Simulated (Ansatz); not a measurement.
# Cl₂FH₄NSi (built from SMILES F.N[SiH](Cl)Cl): search for a transition state, part 3 of 3

Ansatz 0.2.0, Gaussian basis; PBE0-D4. Earlier steps stand in the parts before.

## Step 8: Relaxing after a step of 0.30 Å the other way along the mode

downb/in.yaml reads:

```yaml
crystal:
  periodic: [false, false, false]
  atoms:
    - {symbol: Si, position_ang: [-0.691210, 0.232512, -0.363424]}
    - {symbol: N, position_ang: [0.820476, 0.279998, 0.536789]}
    - {symbol: Cl, position_ang: [-0.330796, -0.388624, -2.274791]}
    - {symbol: Cl, position_ang: [-1.358019, 2.151690, -0.483585]}
    - {symbol: H, position_ang: [-1.757233, -0.533388, 0.324612]}
    - {symbol: H, position_ang: [0.687173, -1.249831, 0.491666]}
    - {symbol: F, position_ang: [0.304648, -1.936540, 0.296329]}
    - {symbol: H, position_ang: [0.745023, 0.730002, 1.441022]}
    - {symbol: H, position_ang: [1.579937, 0.714181, 0.031381]}
basis:
  gaussian: {orbitals: def2-TZVP}
hamiltonian: {xc: pbe0, dispersion: d4}
relax: {f_tol: 0.005, max_steps: 200}
```

Command:

```console
$ ansatz run in.yaml --threads 8 --pin off --events-out ev --progress --plain --max-ram 19148MiB
```

The program printed:

```text
Functional definition: PBE0
  name "PBE0"
  cite "Adamo & Barone, J. Chem. Phys. 110, 6158 (1999) doi:10.1063/1.478522"
  cite "Perdew, Burke & Ernzerhof, Phys. Rev. Lett. 77, 3865 (1996) doi:10.1103/PhysRevLett.77.3865"
  parent pbe
  parameter a = 0.25
  parameter kappa = 0.804
  parameter beta = 0.06672455060314922
  exchange = (1 - a)*pbe_x(kappa = kappa, mu = beta*pi^2/3) + a*exact_x
  correlation = pbe_c(beta = beta)
1291 factors; their error is unknown
mean field evaluation 1: about -37178.6864 eV, gradient 6.2e1 eV
mean field evaluation 2: about -37173.3642 eV, gradient 7.8e1 eV
mean field evaluation 4: about -37184.9288 eV, gradient 3.1e0 eV
mean field evaluation 8: about -37184.9423 eV, gradient 2.3e-2 eV
mean field evaluation 16: about -37185.0603 eV, gradient 6.8e-5 eV
mean field -37185.06034252 eV, -1366.5257626484 hartree, gradient 6.8e-5 eV, S^2 0.000000; 0 other end points of the search recorded, 0 dependent functions left out
the calculation of the forces begins
reference -37185.06037100 eV, -1366.5257636950 hartree; 34, 34 occupied and 163, 163 virtual orbitals, 1291 factors
relax step   1: F+E_penalty+E_count = -37185.26884584 eV  Δ(F+E_penalty+E_count) = +0.000e0 eV  max|allowed force component| = 1.150e1 eV/Å  Δτ_max = 0.0000 Å  (27 SCF iters, accepted)
these checks for a lower state are left out or cut short: starts, cluster_reference, orbital_swaps, neighbouring_geometries, increment
1291 factors; their error is unknown
mean field -37186.07406051 eV, -1366.5630160974 hartree, gradient 2.0e-5 eV, S^2 0.000000; 0 other end points of the search recorded, 0 dependent functions left out
the calculation of the forces begins
reference -37186.07408869 eV, -1366.5630171329 hartree; 34, 34 occupied and 163, 163 virtual orbitals, 1291 factors
relax step   2: F+E_penalty+E_count = -37186.28195639 eV  Δ(F+E_penalty+E_count) = -1.013e0 eV  max|allowed force component| = 1.418e0 eV/Å  Δτ_max = 0.1954 Å  (29 SCF iters, accepted)
these checks for a lower state are left out or cut short: starts, cluster_reference, orbital_swaps, neighbouring_geometries, increment
1291 factors; their error is unknown
mean field -37186.18813825 eV, -1366.5672083770 hartree, gradient 1.4e-5 eV, S^2 0.000000; 0 other end points of the search recorded, 0 dependent functions left out
the calculation of the forces begins
reference -37186.18816652 eV, -1366.5672094159 hartree; 34, 34 occupied and 163, 163 virtual orbitals, 1291 factors
relax step   3: F+E_penalty+E_count = -37186.39338551 eV  Δ(F+E_penalty+E_count) = -1.114e-1 eV  max|allowed force component| = 3.004e-1 eV/Å  Δτ_max = 0.1924 Å  (30 SCF iters, accepted)
these checks for a lower state are left out or cut short: starts, cluster_reference, orbital_swaps, neighbouring_geometries, increment
1291 factors; their error is unknown
mean field evaluation 32: about -37185.9501 eV, gradient 7.5e0 eV
mean field -37186.21786467 eV, -1366.5683008028 hartree, gradient 1.7e-5 eV, S^2 0.000000; 0 other end points of the search recorded, 0 dependent functions left out
the calculation of the forces begins
reference -37186.21789307 eV, -1366.5683018465 hartree; 34, 34 occupied and 163, 163 virtual orbitals, 1291 factors
relax step   4: F+E_penalty+E_count = -37186.42040699 eV  Δ(F+E_penalty+E_count) = -2.702e-2 eV  max|allowed force component| = 1.206e0 eV/Å  Δτ_max = 0.1946 Å  (30 SCF iters, accepted)
these checks for a lower state are left out or cut short: starts, cluster_reference, orbital_swaps, neighbouring_geometries, increment
1291 factors; their error is unknown
mean field -37186.25341582 eV, -1366.5696072836 hartree, gradient 1.4e-5 eV, S^2 0.000000; 0 other end points of the search recorded, 0 dependent functions left out
the calculation of the forces begins
reference -37186.25344455 eV, -1366.5696083392 hartree; 34, 34 occupied and 163, 163 virtual orbitals, 1291 factors
relax step   5: F+E_penalty+E_count = -37186.45203750 eV  Δ(F+E_penalty+E_count) = -3.163e-2 eV  max|allowed force component| = 3.294e-1 eV/Å  Δτ_max = 0.2000 Å  (29 SCF iters, accepted)
these checks for a lower state are left out or cut short: starts, cluster_reference, orbital_swaps, neighbouring_geometries, increment
1291 factors; their error is unknown
mean field -37186.26225450 eV, -1366.5699320992 hartree, gradient 1.1e-5 eV, S^2 0.000000; 0 other end points of the search recorded, 0 dependent functions left out
the calculation of the forces begins
reference -37186.26228309 eV, -1366.5699331498 hartree; 34, 34 occupied and 163, 163 virtual orbitals, 1291 factors
relax step   6: F+E_penalty+E_count = -37186.46099266 eV  Δ(F+E_penalty+E_count) = -8.955e-3 eV  max|allowed force component| = 2.003e-1 eV/Å  Δτ_max = 0.0716 Å  (31 SCF iters, accepted)
these checks for a lower state are left out or cut short: starts, cluster_reference, orbital_swaps, neighbouring_geometries, increment
1291 factors; their error is unknown
mean field -37186.25876713 eV, -1366.5698039405 hartree, gradient 1.7e-5 eV, S^2 0.000000; 0 other end points of the search recorded, 0 dependent functions left out
the calculation of the forces begins
reference -37186.25879558 eV, -1366.5698049860 hartree; 34, 34 occupied and 163, 163 virtual orbitals, 1291 factors
relax step   7: F+E_penalty+E_count = -37186.45684920 eV  Δ(F+E_penalty+E_count) = +4.143e-3 eV  max|allowed force component| = 6.657e-1 eV/Å  Δτ_max = 0.1315 Å  (30 SCF iters, rejected (line search))
these checks for a lower state are left out or cut short: starts, cluster_reference, orbital_swaps, neighbouring_geometries, increment
1291 factors; their error is unknown
mean field evaluation 64: about -37186.2700 eV, gradient 3.8e-3 eV
mean field -37186.26995977 eV, -1366.5702152625 hartree, gradient 1.0e-5 eV, S^2 0.000000; 0 other end points of the search recorded, 0 dependent functions left out
the calculation of the forces begins
reference -37186.26998822 eV, -1366.5702163080 hartree; 34, 34 occupied and 163, 163 virtual orbitals, 1291 factors
relax step   8: F+E_penalty+E_count = -37186.46846992 eV  Δ(F+E_penalty+E_count) = -7.477e-3 eV  max|allowed force component| = 3.711e-1 eV/Å  Δτ_max = 0.0641 Å  (30 SCF iters, accepted)
these checks for a lower state are left out or cut short: starts, cluster_reference, orbital_swaps, neighbouring_geometries, increment
1291 factors; their error is unknown
mean field -37186.27480914 eV, -1366.5703934735 hartree, gradient 1.0e-5 eV, S^2 0.000000; 0 other end points of the search recorded, 0 dependent functions left out
the calculation of the forces begins
reference -37186.27483749 eV, -1366.5703945155 hartree; 34, 34 occupied and 163, 163 virtual orbitals, 1291 factors
relax step   9: F+E_penalty+E_count = -37186.47209155 eV  Δ(F+E_penalty+E_count) = -3.622e-3 eV  max|allowed force component| = 1.120e-1 eV/Å  Δτ_max = 0.1000 Å  (30 SCF iters, accepted)
these checks for a lower state are left out or cut short: starts, cluster_reference, orbital_swaps, neighbouring_geometries, increment
1291 factors; their error is unknown
mean field -37186.26752485 eV, -1366.5701257807 hartree, gradient 1.1e-5 eV, S^2 0.000000; 0 other end points of the search recorded, 0 dependent functions left out
the calculation of the forces begins
reference -37186.26755318 eV, -1366.5701268219 hartree; 34, 34 occupied and 163, 163 virtual orbitals, 1291 factors
relax step  10: F+E_penalty+E_count = -37186.46472972 eV  Δ(F+E_penalty+E_count) = +7.362e-3 eV  max|allowed force component| = 4.048e-1 eV/Å  Δτ_max = 0.0468 Å  (30 SCF iters, rejected (line search))
these checks for a lower state are left out or cut short: starts, cluster_reference, orbital_swaps, neighbouring_geometries, increment
1291 factors; their error is unknown
mean field -37186.27589707 eV, -1366.5704334542 hartree, gradient 1.1e-5 eV, S^2 0.000000; 0 other end points of the search recorded, 0 dependent functions left out
the calculation of the forces begins
reference -37186.27592541 eV, -1366.5704344956 hartree; 34, 34 occupied and 163, 163 virtual orbitals, 1291 factors
relax step  11: F+E_penalty+E_count = -37186.47304613 eV  Δ(F+E_penalty+E_count) = -9.546e-4 eV  max|allowed force component| = 2.911e-2 eV/Å  Δτ_max = 0.0234 Å  (31 SCF iters, accepted)
these checks for a lower state are left out or cut short: starts, cluster_reference, orbital_swaps, neighbouring_geometries, increment
1291 factors; their error is unknown
mean field -37186.27629669 eV, -1366.5704481401 hartree, gradient 1.1e-5 eV, S^2 0.000000; 0 other end points of the search recorded, 0 dependent functions left out
the calculation of the forces begins
reference -37186.27632499 eV, -1366.5704491801 hartree; 34, 34 occupied and 163, 163 virtual orbitals, 1291 factors
relax step  12: F+E_penalty+E_count = -37186.47327765 eV  Δ(F+E_penalty+E_count) = -2.315e-4 eV  max|allowed force component| = 7.087e-3 eV/Å  Δτ_max = 0.0212 Å  (31 SCF iters, accepted)
these checks for a lower state are left out or cut short: starts, cluster_reference, orbital_swaps, neighbouring_geometries, increment
1291 factors; their error is unknown
mean field evaluation 96: about -37186.1577 eV, gradient 1.0e-3 eV
mean field -37186.27655946 eV, -1366.5704577966 hartree, gradient 1.1e-5 eV, S^2 0.000000; 0 other end points of the search recorded, 0 dependent functions left out
the calculation of the forces begins
reference -37186.27658775 eV, -1366.5704588361 hartree; 34, 34 occupied and 163, 163 virtual orbitals, 1291 factors
relax step  13: F+E_penalty+E_count = -37186.47331455 eV  Δ(F+E_penalty+E_count) = -3.690e-5 eV  max|allowed force component| = 1.423e-2 eV/Å  Δτ_max = 0.0180 Å  (31 SCF iters, accepted)
these checks for a lower state are left out or cut short: starts, cluster_reference, orbital_swaps, neighbouring_geometries, increment
1291 factors; their error is unknown
mean field -37186.27657480 eV, -1366.5704583602 hartree, gradient 1.1e-5 eV, S^2 0.000000; 0 other end points of the search recorded, 0 dependent functions left out
the calculation of the forces begins
reference -37186.27660308 eV, -1366.5704593995 hartree; 34, 34 occupied and 163, 163 virtual orbitals, 1291 factors
relax step  14: F+E_penalty+E_count = -37186.47332298 eV  Δ(F+E_penalty+E_count) = -8.429e-6 eV  max|allowed force component| = 4.073e-3 eV/Å  Δτ_max = 0.0016 Å  (33 SCF iters, accepted)
1291 factors; their error is unknown
mean field -37186.27657480 eV, -1366.5704583602 hartree, gradient 6.6e-5 eV, S^2 0.000000; 1 other end points of the search recorded, 0 dependent functions left out
the calculation of the forces begins
reference -37186.27660308 eV, -1366.5704593995 hartree; 34, 34 occupied and 163, 163 virtual orbitals, 1291 factors
Total energy: -37186.47335126 eV, -1366.5776897618 hartree
Atom 0 at    -0.812847     0.488366    -0.459442 Å, force     0.001113     0.004073    -0.002462 eV/Å
Atom 1 at     0.650467     0.240693     0.422799 Å, force    -0.000435    -0.000358     0.002209 eV/Å
Atom 2 at    -0.449811    -0.118614    -2.361616 Å, force     0.001445    -0.001528    -0.001491 eV/Å
Atom 3 at    -1.397849     2.447280    -0.487913 Å, force     0.000924    -0.002346     0.001889 eV/Å
Atom 4 at    -1.893798    -0.295023     0.154505 Å, force    -0.000529    -0.000044     0.002793 eV/Å
Atom 5 at     0.848494    -1.479041     0.619596 Å, force     0.000148    -0.001682     0.000346 eV/Å
Atom 6 at     0.911650    -2.413419     0.763914 Å, force    -0.000093     0.002078    -0.000480 eV/Å
Atom 7 at     0.646638     0.570325     1.381201 Å, force    -0.001263    -0.000648    -0.002168 eV/Å
Atom 8 at     1.497056     0.559432    -0.033045 Å, force    -0.001311     0.000454    -0.000636 eV/Å
Dipole moment:     0.076444     0.648877     0.146081 e Å
```

It took 28 s on 8 threads of Arm Neoverse V1, shared host.

The steps of the relaxation: (the energy doesn't fall at every step)

```csv
step,energy from step 1 (eV),largest force component (eV/Å)
1,0.0000,11.5005
2,-1.0131,1.4179
3,-1.1245,0.3004
4,-1.1516,1.2061
5,-1.1832,0.3294
6,-1.1921,0.2003
7,-1.1880,0.6657
8,-1.1996,0.3711
9,-1.2032,0.1120
10,-1.1959,0.4048
11,-1.2042,0.0291
12,-1.2044,0.0071
13,-1.2045,0.0142
14,-1.2045,0.0041
```

Close pairs (by a distance rule), those that changed most:

```csv
bond,before (Å),after (Å),change (Å)
H6–F7,0.810,0.948,+0.138
Si1–N2,1.760,1.727,-0.034
Si1–H5,1.482,1.469,-0.013
Si1–Cl3,2.042,2.029,-0.012
Si1–Cl4,2.035,2.045,+0.009
N2–H9,1.010,1.013,+0.003
N2–H8,1.013,1.014,+0.001
```

## Step 9: The three structures

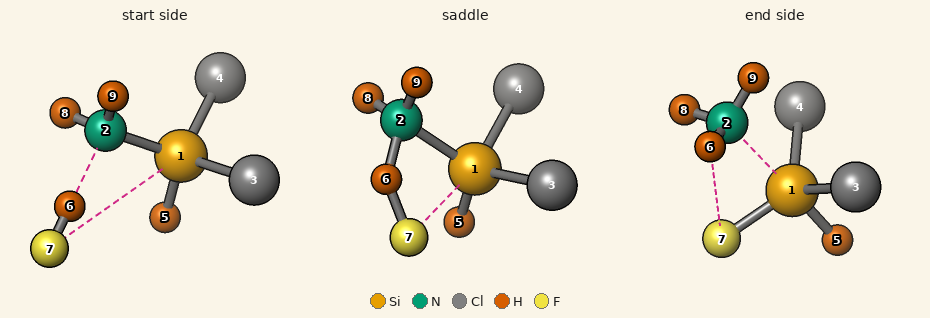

The minimum on the start side, the saddle and the minimum on the end side; broken lines join the pairs that change, where they aren't drawn as bonds.

```csv
pair,start side (Å),saddle (Å),end side (Å)
Si1–F7,3.590,2.125,1.616
N2–H6,1.742,1.238,1.015
Si1–N2,1.727,1.820,2.059
H6–F7,0.948,1.178,2.579
```

## Step 10: What came out

What follows sums up all 3 parts.

```
                       quantity                                                       value
                 imaginary mode                                                   744i cm⁻¹
    barrier from the start side                                                    0.622 eV
      barrier from the end side                                                    1.283 eV
             energy of the step                                                   -0.661 eV
              pairs that change  Si1–F7 formed, N2–H6 formed, Si1–N2 loosened, H6–F7 broken
zero-point energy at the saddle                                                    1.353 eV
```

In words: The point has a single imaginary mode (744i cm⁻¹), as a transition state must. The two relaxations end on the structures that were planned. A bond meant to break is only loosened at the end: the products stay bound as an adduct. At PBE0-D4/def2-TZVP the electronic barrier is 0.622 eV, about 24 kT at 298 K, and the step runs 0.661 eV downhill. A step off the saddle overshot and began above it in energy, so the link to its end is likely but not proven. The ends are the nearest minima, not always the lowest complexes.
